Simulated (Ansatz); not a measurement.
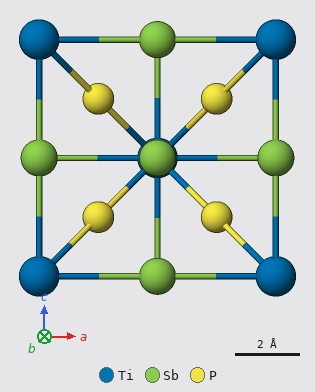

This is the input geometry for a relaxation of solid TiSb₃P₄ (a generated structure, set up in Im-3m) (coarse preliminary run). The picture is a ball-and-stick view of the conventional cell (2 times the calculation's cell), seen along the b axis. Lengths and directions refer to the drawn axes.

Level of theory: Ansatz, DFT PBE, scalar-relativistic, plane waves, PAW.

The input:
```yaml
crystal:
  lattice:
    - [-3.71443823, 3.71443823, 3.71443823]
    - [3.71443823, -3.71443823, 3.71443823]
    - [3.71443823, 3.71443823, -3.71443823]
  atoms:
    - { symbol: Ti, position: [0.0, 0.0, 0.0] }
    - { symbol: Sb, position: [0.0, 0.5, 0.5] }
    - { symbol: Sb, position: [0.5, 0.0, 0.5] }
    - { symbol: Sb, position: [0.5, 0.5, 0.0] }
    - { symbol: P, position: [0.5, 0.5, 0.5] }
    - { symbol: P, position: [0.0, 0.0, 0.5] }
    - { symbol: P, position: [0.0, 0.5, 0.0] }
    - { symbol: P, position: [0.5, 0.0, 0.0] }
basis:
  ecutwfc: 420
kpoints:
  mp_grid: { grid: [4, 4, 4] }
hamiltonian:
  xc: pbe
scf:
  occupations: { method: gaussian, width: 0.1 }
  lower_state_search: "off"
output:
  forces: true
  stress: true
  eigenvalues: true
relax:
  adjacent_minimum: "off"
  f_tol: 0.04
  max_steps: 70
  cell: { stress_tol: 0.4 }
```

Launched with:
```bash
ansatz run input.yaml --threads 1 --pin off --max-ram 2048MiB --backend cpu --events-out ev --progress --plain --runs-dir out
```

Where does the relaxation end?

After 4 accepted moves (6 points after the start) the energy has fallen by 335 meV per atom. All forces vanish by symmetry, so only the cell relaxes. Pressure: −12.82 GPa at the start and 0.00 GPa at the end. At 2 points the geometry stayed and the basis and grid were re-selected for the new cell (energy shift of 0.8 meV per atom at most each time). The atoms keep their places relative to the cell (all moves are under 0.005 Å). The volume changes by −25.2 %, with a = b = c 7.429 → 6.742 Å (−9.2 %). Near-neighbour distances that change, for instance: Ti1–Sb2 3.714 → 3.371 Å, Ti1–P5 3.217 → 2.919 Å. The space group stays Im-3m (No. 229). The run took 25 s on 1 thread of AMD EPYC 7B13 (Zen 3), on a shared host, peak memory 0.55 GiB.

Step by step:

| step | E − E(0), meV/atom | pressure, GPa | volume, Å³/atom | note |
| --- | --- | --- | --- | --- |
| 0 | 0.00 | -12.82 | 25.624 |  |
| 1 | -246.92 | -8.60 | 22.056 |  |
| 2 | -334.38 | 1.49 | 18.836 |  |
| 3 | -335.66 | -0.40 | 19.250 |  |
| 4 | -334.85 | -0.41 | 19.250 | same geometry, new basis |
| 5 | -335.00 | 0.00 | 19.155 |  |
| 6 | -334.98 | 0.00 | 19.155 | same geometry, new basis |

Final geometry:

```
Ti Sb P
1.0
    -3.37110    3.37110    3.37110
     3.37110   -3.37110    3.37110
     3.37110    3.37110   -3.37110
Ti Sb P
1 3 4
Direct
  0.00000 0.00000 0.00000
  0.00000 0.50000 0.50000
  0.50000 0.00000 0.50000
  0.50000 0.50000 0.00000
  0.50000 0.50000 0.50000
  0.00000 0.00000 0.50000
  0.00000 0.50000 0.00000
  0.50000 0.00000 0.00000
```

The end point in the same view:

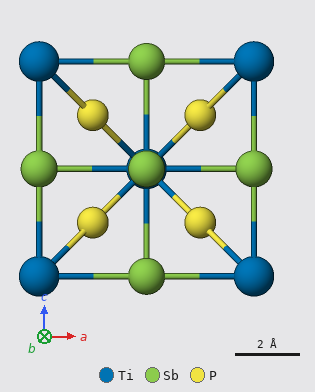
